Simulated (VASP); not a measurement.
Band structure of Tl (space group P6_3/mmc). Calculation: PBE GGA, VASP's PBE PAW potentials (set 64) (plane waves; VASP 6.6.1).

Unless said otherwise, spin-orbit coupling is left out, though it shifts the bands of the heavy elements here.

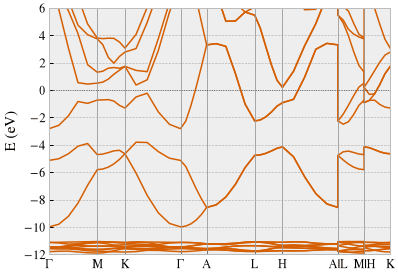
Bands along high-symmetry lines, zero at the valence-band maximum or, without a gap, the Fermi level

Read the plot: is there a gap, and where are the band edges?

It has no gap at this level: it comes out as a metal or semimetal.

The structure is a typed Tl crystal (P6_3/mmc). The cell was not relaxed at this level.
